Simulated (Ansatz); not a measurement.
# TiSiH₅OF₃: geometry relaxation

The run: geometry relaxation of TiSiH₅OF₃. Method and program: RHF/def2-SVP (Ansatz 0.2.0).

The input holds or restrains some coordinates. It belongs to a series of runs on one base structure; here: pulled along the bonds that form and break, towards end B. Figures and captions count atoms from 1; the log counts them from 0 in places.

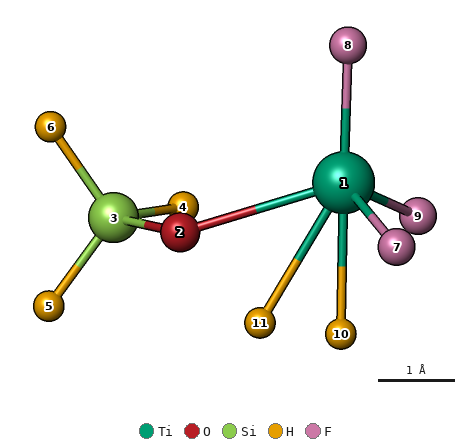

Fig. 1: The input geometry (ball-and-stick view, seen at a tilt; atoms are numbered from 1 in the order of the input). Sticks mark near contacts.

### Key numbers

| quantity | value |
| --- | --- |
| outcome | converged under the restraints of the input |
| total energy | −41173.9661 eV |
| mean-field energy | −41173.9661 eV |
| largest force (length of the vector) at the end, held atoms and coordinates included | 1.402 eV/Å |
| hardware | 4 threads of AMD EPYC (Zen 5), 24 GiB of memory available, shared host |
| wall time | 8.4 s (CPU time 28 s) |
| peak memory | 0.34 GiB |

### Input
```yaml
crystal:
  periodic: [false, false, false]
  atoms:
    - { symbol: Ti, position_ang: [0.0, 0.0, 0.0] }
    - { symbol: O, position_ang: [0.0, 0.0, 2.27] }
    - { symbol: Si, position_ang: [-1.3147, -0.4067, 3.2336] }
    - { symbol: H, position_ang: [-2.239, -1.2403, 2.4704] }
    - { symbol: H, position_ang: [-0.8506, -1.1432, 4.4057] }
    - { symbol: H, position_ang: [-1.9987, 0.8095, 3.6633] }
    - { symbol: F, position_ang: [1.7257, 0.0, -0.6094] }
    - { symbol: F, position_ang: [-0.8619, 1.4933, -0.6094] }
    - { symbol: F, position_ang: [-0.8619, -1.4933, -0.6094] }
    - { symbol: H, position_ang: [1.0439, -1.5851, 0.6306] }
    - { symbol: H, position_ang: [0.7967, -1.2098, 1.6134] }
basis:
  gaussian: { orbitals: def2-SVP }
hamiltonian:
  xc: hf
relax:
  f_tol: 0.15
  max_steps: 25
  restrain:
    - { distance: [0, 9], at: 1.7, k: 30.0 }
    - { distance: [10, 1], at: 1.01, k: 30.0 }
    - { distance: [0, 1], at: 3.12, k: 30.0 }
    - { distance: [10, 9], at: 1.86, k: 30.0 }
output:
  orbitals: {}
```

Launch command:
```bash
ansatz run input.yaml --threads 4 --pin off --max-ram 5120MiB --backend cpu --events-out ev --progress --plain --runs-dir out
```

### The program's output
```
The last accepted step is kept in [file] (removed where the run ends without a failure and the disk answers)
Engine: ansatz 0.2.0, x86_64-unknown-linux-gnu
Functional definition: HF
  exchange = exact_x
  correlation = 0
1399 factors; integrals over basis functions are off by at most 3.8e-4 eV
mean field evaluation 1: about -41159.2455 eV, gradient 7.2e1 eV
mean field evaluation 2: about -41159.3437 eV, gradient 7.2e1 eV
mean field evaluation 4: about -41171.0351 eV, gradient 8.1e0 eV
mean field evaluation 8: about -41171.2782 eV, gradient 7.3e-1 eV
mean field -41171.28035331 eV, -1513.0166460881 hartree, gradient 9.1e-6 eV, S^2 0.000000; 0 other end points of the search recorded, 0 dependent functions left out
the calculation of the forces begins
reference -41171.28035331 eV, -1513.0166460881 hartree; 38, 38 occupied and 92, 92 virtual orbitals, 1399 factors
relax step   1: F+E_penalty+E_count = -41171.28035331 eV  Δ(F+E_penalty+E_count) = +0.000e0 eV  max|allowed force component| = 3.847e0 eV/Å  E_restraint = 26.35109576 eV  max|allowed force component, restraints' pulls added| = 2.483e1 eV/Å  Δτ_max = 0.0000 Å  (46 SCF iters, accepted)
  distance Ti 0 - H 9 = 2.0000 Å
  distance H 10 - O 1 = 1.5904 Å
  distance Ti 0 - O 1 = 2.2700 Å
  distance H 10 - H 9 = 1.0807 Å
these checks for a lower state are left out or cut short: starts, cluster_reference, orbital_swaps, neighbouring_geometries, increment
1399 factors; integrals over basis functions are off by at most 6.5e-4 eV
mean field evaluation 16: about -41169.1637 eV, gradient 1.4e1 eV
mean field -41170.55032520 eV, -1512.9898180499 hartree, gradient 1.9e-5 eV, S^2 0.000000; 0 other end points of the search recorded, 0 dependent functions left out
[... from here on the field's lines of each further geometry are left out, up to the last ...]
relax step   2: F+E_penalty+E_count = -41170.55032520 eV  Δ(F+E_penalty+E_count) = +7.300e-1 eV  max|allowed force component| = 4.097e0 eV/Å  E_restraint = 12.38015435 eV  max|allowed force component, restraints' pulls added| = 1.814e1 eV/Å  Δτ_max = 0.1949 Å  (54 SCF iters, accepted)
relax step   3: F+E_penalty+E_count = -41171.11764808 eV  Δ(F+E_penalty+E_count) = -5.673e-1 eV  max|allowed force component| = 4.623e0 eV/Å  E_restraint = 4.31939030 eV  max|allowed force component, restraints' pulls added| = 1.107e1 eV/Å  Δτ_max = 0.1949 Å  (56 SCF iters, accepted)
relax step   4: F+E_penalty+E_count = -41171.83669908 eV  Δ(F+E_penalty+E_count) = -7.191e-1 eV  max|allowed force component| = 1.788e0 eV/Å  E_restraint = 0.81220744 eV  max|allowed force component, restraints' pulls added| = 5.763e0 eV/Å  Δτ_max = 0.1944 Å  (57 SCF iters, accepted)
relax step   5: F+E_penalty+E_count = -41172.68704027 eV  Δ(F+E_penalty+E_count) = -8.503e-1 eV  max|allowed force component| = 2.042e0 eV/Å  E_restraint = 0.07970727 eV  max|allowed force component, restraints' pulls added| = 1.505e0 eV/Å  Δτ_max = 0.1948 Å  (48 SCF iters, accepted)
relax step   6: F+E_penalty+E_count = -41173.39695208 eV  Δ(F+E_penalty+E_count) = -7.099e-1 eV  max|allowed force component| = 1.295e0 eV/Å  E_restraint = 0.02439133 eV  max|allowed force component, restraints' pulls added| = 8.330e-1 eV/Å  Δτ_max = 0.1949 Å  (52 SCF iters, accepted)
relax step   7: F+E_penalty+E_count = -41173.75303704 eV  Δ(F+E_penalty+E_count) = -3.561e-1 eV  max|allowed force component| = 1.408e0 eV/Å  E_restraint = 0.02144049 eV  max|allowed force component, restraints' pulls added| = 6.037e-1 eV/Å  Δτ_max = 0.1947 Å  (52 SCF iters, accepted)
relax step   8: F+E_penalty+E_count = -41173.92344311 eV  Δ(F+E_penalty+E_count) = -1.704e-1 eV  max|allowed force component| = 1.213e0 eV/Å  E_restraint = 0.02829835 eV  max|allowed force component, restraints' pulls added| = 3.099e-1 eV/Å  Δτ_max = 0.1999 Å  (42 SCF iters, accepted)
the calculation of the forces begins
reference -41173.96609551 eV, -1513.1153452932 hartree; 38, 38 occupied and 92, 92 virtual orbitals, 1402 factors
relax step   9: F+E_penalty+E_count = -41173.96609551 eV  Δ(F+E_penalty+E_count) = -4.265e-2 eV  max|allowed force component| = 1.049e0 eV/Å  E_restraint = 0.03050757 eV  max|allowed force component, restraints' pulls added| = 9.844e-2 eV/Å  Δτ_max = 0.2000 Å  (42 SCF iters, accepted)
  distance Ti 0 - H 9 = 1.6859 Å
  distance H 10 - O 1 = 0.9682 Å
  distance Ti 0 - O 1 = 3.1226 Å
  distance H 10 - H 9 = 1.8690 Å
1402 factors; integrals over basis functions are off by at most 9.6e-4 eV
mean field evaluation 96: about -41173.9661 eV, gradient 1.5e-3 eV
```

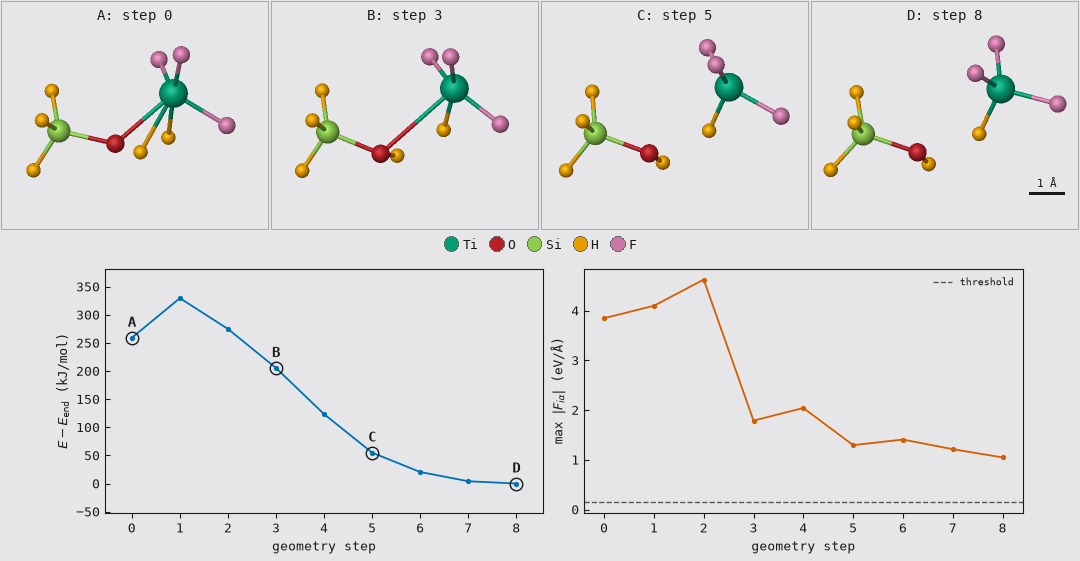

Fig. 2: Frames of the restrained relaxation (ball-and-stick view, seen at a tilt) above the curves, on which the letters mark them (the first geometry is step 0 here and step 1 in the log).

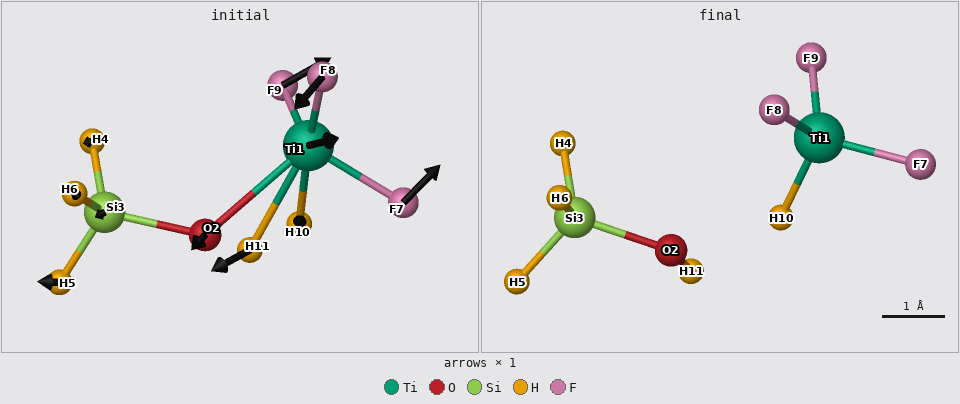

Fig. 3: Before (left) and after (right) the restrained relaxation, at one scale (ball-and-stick view, seen at a tilt). The black arrows give the displacements, at true length. The atom that moves furthest after the best rigid fit is F9 (0.92 Å). By element the largest moves are F 0.92 Å, H 0.82 Å, Ti 0.68 Å, O 0.37 Å, Si 0.19 Å. Among the contacts that change: Ti1–O2 2.270 → 3.123 Å, Ti1–H11 2.168 → 3.019 Å, O2–H11 1.590 → 0.968 Å, Ti1–H10 2.000 → 1.686 Å. New bonds form: O2–H11 (1.59 → 0.97 Å). Bonds break: Ti1–H11 (2.17 → 3.02 Å), Ti1–O2 (2.27 → 3.12 Å). Among the angles that change: F8–Ti1–H10 176.6° → 119.5°, F7–Ti1–H10 67.2° → 103.5°, F9–Ti1–H10 72.8° → 102.7°. Over 8 geometry steps the energy falls by 259.1 kJ/mol. Largest force component: 3.8 eV/Å at the start, 1 eV/Å at the end. (Atoms are counted from 1 in the order of the input.)

```
mean field -41173.96609551 eV, -1513.1153452932 hartree, gradient 1.6e-5 eV, S^2 0.000000; 1 other end points of the search recorded, 0 dependent functions left out
the calculation of the forces begins
reference -41173.96609551 eV, -1513.1153452932 hartree; 38, 38 occupied and 92, 92 virtual orbitals, 1402 factors
Total energy: -41173.96609551 eV, -1513.1153452932 hartree
Atom 0 at     0.262735    -0.324259    -0.544913 Å, force     0.185450    -0.233962     0.107924 eV/Å
Atom 1 at     0.062237    -0.194449     2.568526 Å, force     0.711148    -1.043651    -0.239197 eV/Å
Atom 2 at    -1.352122    -0.400926     3.417771 Å, force    -0.041933     0.016827     0.035753 eV/Å
Atom 3 at    -2.307193    -1.219971     2.631039 Å, force     0.023170     0.024766     0.013399 eV/Å
Atom 4 at    -1.093460    -1.100670     4.699314 Å, force     0.005037     0.031957    -0.036014 eV/Å
Atom 5 at    -1.915873     0.937125     3.666125 Å, force     0.023012    -0.028744    -0.008675 eV/Å
Atom 6 at     1.611533     0.248164    -1.451630 Å, force    -0.013202    -0.010297     0.056671 eV/Å
Atom 7 at    -0.719019     0.993625    -0.005330 Å, force    -0.009240    -0.033312     0.049697 eV/Å
Atom 8 at    -0.695495    -1.395912    -1.495483 Å, force     0.037919     0.005129     0.059986 eV/Å
Atom 9 at     0.962003    -1.357303     0.589210 Å, force    -0.151598     0.222585    -0.563071 eV/Å
Atom 10 at     0.624154    -0.961023     2.384171 Å, force    -0.769763     1.048702     0.523526 eV/Å
Dipole moment:     0.040738    -0.299969     0.365994 e Å
```

### Trajectory as extended XYZ (Å, eV, eV/Å), 9 frames, from step=1 to step=9
```
11
Properties=species:S:1:pos:R:3:forces:R:3 step=1 energy=-41171.28035
Ti    0.0000    0.0000    0.0000    1.1565  -1.5238   0.9065
O     0.0000    0.0000    2.2700   -0.9283  -0.1882  -3.4307
Si   -1.3147   -0.4067    3.2336    0.9543   0.5997  -0.3148
H    -2.2390   -1.2403    2.4704   -0.3319  -0.2813  -0.2612
H    -0.8506   -1.1432    4.4057    0.1334  -0.2286   0.2894
H    -1.9987    0.8095    3.6633   -0.2513   0.2952   0.1090
F     1.7257    0.0000   -0.6094   -3.4073   0.9001   0.5001
F    -0.8619    1.4933   -0.6094    1.5550  -2.7565   1.1815
F    -0.8619   -1.4933   -0.6094    1.1376   3.3398   0.7948
H     1.0439   -1.5851    0.6306   -0.6028   0.6763   3.8474
H     0.7967   -1.2098    1.6134    0.5848  -0.8328  -3.6221
11
Properties=species:S:1:pos:R:3:forces:R:3 step=2 energy=-41170.55032
Ti    0.0353   -0.0508   -0.1249    1.4797  -2.0255   1.5307
O     0.0513   -0.0702    2.3665    1.1722  -1.9806  -4.0971
Si   -1.3172   -0.4073    3.2414    0.5295  -0.1373   0.4033
H    -2.2411   -1.2423    2.4680   -0.2294  -0.1415  -0.2548
H    -0.8511   -1.1460    4.4098   -0.1215  -0.2672   0.4522
H    -2.0005    0.8129    3.6640   -0.1167   0.3366  -0.0328
F     1.7195    0.0083   -0.6171   -1.6652   1.2301  -0.7328
F    -0.8476    1.4682   -0.6002    1.0610  -1.8759   0.8245
F    -0.8627   -1.4829   -0.6131    0.1132   2.0100  -0.3270
H     1.0337   -1.5723    0.5149   -0.8763   0.8899   2.5335
H     0.7199   -1.0932    1.7494   -1.3464   1.9615  -0.2998
11
Properties=species:S:1:pos:R:3:forces:R:3 step=3 energy=-41171.11765
Ti    0.0741   -0.1081   -0.2410    0.8075  -1.0297   1.7509
O     0.1034   -0.1437    2.4462    2.3429  -2.6035  -4.6229
Si   -1.3133   -0.4136    3.2496   -0.0642  -0.5962   0.8347
H    -2.2426   -1.2426    2.4653   -0.0710  -0.0192  -0.2399
H    -0.8546   -1.1500    4.4173   -0.2942  -0.3176   0.6108
H    -1.9995    0.8160    3.6618    0.1385   0.2765  -0.1857
F     1.7193    0.0250   -0.6380    0.6843   1.3869  -1.6694
F    -0.8367    1.4492   -0.5917    0.8348  -1.4887   0.8478
F    -0.8716   -1.4745   -0.6282   -1.1117   0.1567  -1.2143
H     1.0162   -1.5532    0.4282   -1.0362   1.0249   1.4580
H     0.6448   -0.9801    1.8893   -2.2308   3.2099   2.4301
11
Properties=species:S:1:pos:R:3:forces:R:3 step=4 energy=-41171.83670
Ti    0.1174   -0.1688   -0.3779   -0.0967   0.2169   1.6228
O     0.1523   -0.1984    2.5294   -0.3583   1.2031  -1.6055
Si   -1.3120   -0.4309    3.2715    0.0442  -0.3882   0.6116
H    -2.2413   -1.2411    2.4591    0.0550   0.0151  -0.1789
H    -0.8672   -1.1619    4.4412   -0.4416  -0.4007   0.7648
H    -1.9903    0.8206    3.6538    0.2623   0.1298  -0.2046
F     1.7550    0.0607   -0.7017    1.6088   1.1273  -1.7879
F    -0.8208    1.4202   -0.5678    0.9527  -1.6689   0.8364
F    -0.9078   -1.4862   -0.6789   -1.3992  -0.6775  -1.4107
H     0.9706   -1.5024    0.3812   -0.9206   0.9986   1.0424
H     0.5837   -0.8875    2.0489    0.2934  -0.5556   0.3095
11
Properties=species:S:1:pos:R:3:forces:R:3 step=5 energy=-41172.68704
Ti    0.1616   -0.2201   -0.4623   -0.2495   0.3785   0.9312
O     0.1301   -0.1515    2.5945    0.7871  -0.5627  -2.0424
Si   -1.3244   -0.4465    3.3284    0.0311  -0.0975   0.1830
H    -2.2297   -1.2360    2.4581    0.0932  -0.0212   0.0187
H    -0.9166   -1.1926    4.5124   -0.4450  -0.3007   0.5443
H    -1.9833    0.8300    3.6499    0.1075   0.0315   0.0224
F     1.7908    0.1119   -0.8862    0.3000   0.3028  -1.1209
F    -0.7751    1.3425   -0.4904    0.8951  -1.5047   0.6816
F    -0.9464   -1.4864   -0.8330   -0.2903  -0.0391  -0.9826
H     0.9178   -1.4513    0.4299   -0.5675   0.8528   0.6731
H     0.6147   -0.8757    2.1574   -0.6617   0.9603   1.0914
11
Properties=species:S:1:pos:R:3:forces:R:3 step=6 energy=-41173.39695
Ti    0.1888   -0.2635   -0.5232    0.0868  -0.0911   0.9533
O     0.1035   -0.1036    2.5701    0.8584  -1.1403  -1.0751
Si   -1.3240   -0.4439    3.3514    0.0124  -0.0226   0.0125
H    -2.2168   -1.2437    2.4754    0.0597  -0.0081   0.0558
H    -0.9840   -1.2133    4.5614   -0.1949  -0.0637   0.1611
H    -1.9773    0.8349    3.6653    0.0270   0.0284   0.0713
F     1.7807    0.1316   -1.0798   -0.2764  -0.0915  -0.6853
F    -0.7157    1.2475   -0.3520    0.5025  -0.8330   0.4040
F    -0.9603   -1.4658   -1.0185    0.2732   0.1870  -0.6244
H     0.8920   -1.3974    0.5261   -0.4877   0.7396  -0.0508
H     0.6525   -0.8583    2.2824   -0.8609   1.2953   0.7776
11
Properties=species:S:1:pos:R:3:forces:R:3 step=7 energy=-41173.75304
Ti    0.2199   -0.3084   -0.5372    0.1804  -0.1783   0.4667
O     0.0859   -0.0694    2.5622    0.8763  -1.4075  -0.4979
Si   -1.3308   -0.4335    3.3604    0.0036   0.0454   0.0241
H    -2.2112   -1.2469    2.4864    0.0198   0.0159   0.0280
H    -1.0290   -1.2136    4.5834   -0.0480   0.0332  -0.0075
H    -1.9808    0.8432    3.6871   -0.0301   0.0185   0.0423
F     1.7413    0.1415   -1.2575   -0.5960  -0.2944  -0.2059
F    -0.6632    1.1533   -0.1899    0.2437  -0.4121   0.1975
F    -0.9348   -1.4405   -1.1836    0.5334   0.3286  -0.2443
H     0.8774   -1.3731    0.5913   -0.2919   0.4735  -0.3845
H     0.6648   -0.8282    2.3564   -0.8913   1.3771   0.5815
11
Properties=species:S:1:pos:R:3:forces:R:3 step=8 energy=-41173.92344
Ti    0.2494   -0.3261   -0.5498    0.1787  -0.3348   0.4622
O     0.0524   -0.0843    2.5499    0.7999  -1.2135  -0.1656
Si   -1.3489   -0.4194    3.3864    0.0725   0.1006  -0.0733
H    -2.2428   -1.2501    2.5480   -0.0450  -0.0108   0.0066
H    -1.0369   -1.1695    4.6216   -0.0086  -0.0080   0.0477
H    -1.9920    0.8651    3.7039   -0.0063   0.0001   0.0059
F     1.6845    0.1441   -1.3899   -0.1643  -0.0937  -0.1269
F    -0.6299    1.0686   -0.0342   -0.0147   0.0033  -0.0021
F    -0.8363   -1.4041   -1.3538    0.1876   0.1026  -0.1348
H     0.8911   -1.3698    0.6029   -0.1580   0.2871  -0.5202
H     0.6490   -0.8302    2.3737   -0.8417   1.1671   0.5004
11
Properties=species:S:1:pos:R:3:forces:R:3 step=9 energy=-41173.96610
Ti    0.2627   -0.3243   -0.5449    0.1855  -0.2340   0.1079
O     0.0622   -0.1944    2.5685    0.7111  -1.0437  -0.2392
Si   -1.3521   -0.4009    3.4178   -0.0419   0.0168   0.0358
H    -2.3072   -1.2200    2.6310    0.0232   0.0248   0.0134
H    -1.0935   -1.1007    4.6993    0.0050   0.0320  -0.0360
H    -1.9159    0.9371    3.6661    0.0230  -0.0287  -0.0087
F     1.6115    0.2482   -1.4516   -0.0132  -0.0103   0.0567
F    -0.7190    0.9936   -0.0053   -0.0092  -0.0333   0.0497
F    -0.6955   -1.3959   -1.4955    0.0379   0.0051   0.0600
H     0.9620   -1.3573    0.5892   -0.1516   0.2226  -0.5631
H     0.6242   -0.9610    2.3842   -0.7698   1.0487   0.5235
```

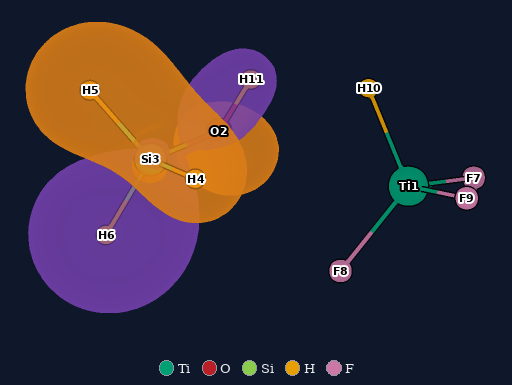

Fig. 4: The HOMO−1 at ±0.08 Å⁻³ᐟ² (orange and purple are the two phases), seen at a tilt. It lies mainly on Si3 (35 %), H6 (30 %), H5 (15 %) and O2 (10 %). Its energy is −13.19 eV.

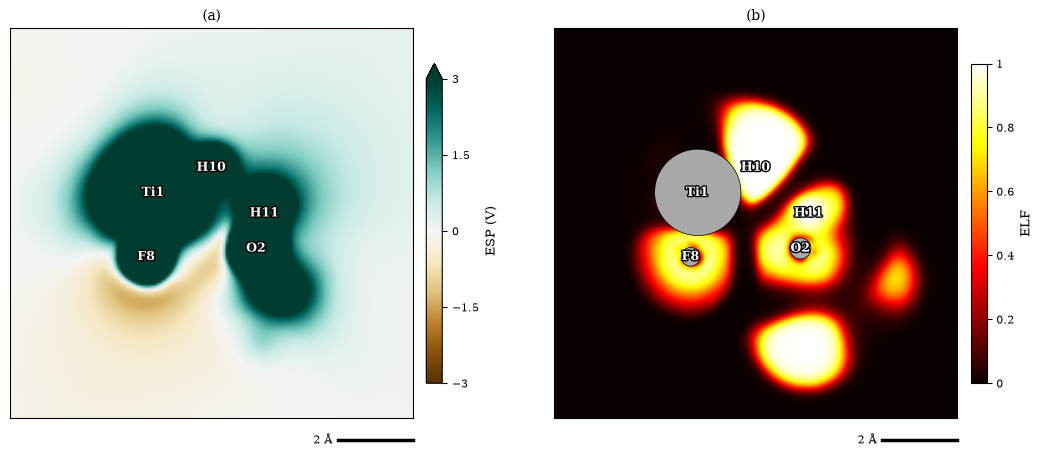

Fig. 5: (a) molecular electrostatic potential; (b) ELF on the plane of atoms F8, Ti1 and H10. Grey discs, where drawn, cover atomic cores. The section cuts through Ti, O, F and H sites. Ti1···O2 (3.12 Å): the ELF is only about 0.05 between them. Ti–F (1.73 Å): the ELF peaks at about 0.85 in the valence shell of F, 0.5 Å from its nucleus, and drops to about 0.20 between the two atoms. O–H (0.97 Å): the ELF climbs to about 1 towards the hydrogen, as it does in any bond to H (a covalent bond by its length). Ti–H (1.69 Å): the ELF climbs to about 1 towards the hydrogen.
